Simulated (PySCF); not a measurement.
Si(H)3(Me), CH6Si, SMILES C[SiH3] at its B3LYP/def2-SVP optimised geometry (Å):

```
8

Si    -0.8763    -0.1841     0.0000
C      1.0113    -0.1841     0.0000
H     -1.4042    -0.8828    -1.2103
H     -1.4042     1.2134     0.0000
H     -1.4042    -0.8828     1.2103
H      1.4042    -1.2134     0.0000
H      1.4042     0.3306     0.8914
H      1.4042     0.3305    -0.8914
```

Level of theory: B3LYP/def2-TZVP in PySCF 2.14.0. Cells within 0.4 Å of a nucleus heavier than hydrogen are left out (blank, or x).

Map of the deformation density (molecule minus spherical neutral atoms) (e/bohr³) on the plane z = 0.0 Å:

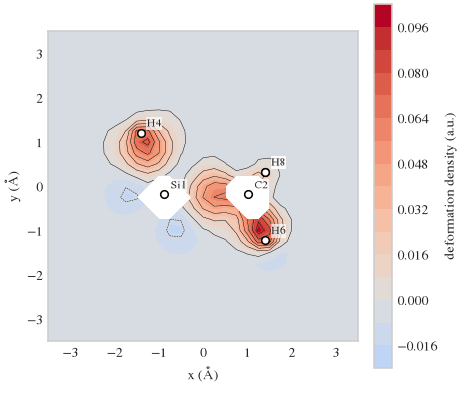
Fig. 1. Deformation density (molecule minus spherical neutral atoms) (e/bohr³) on the plane z = 0.0 Å.
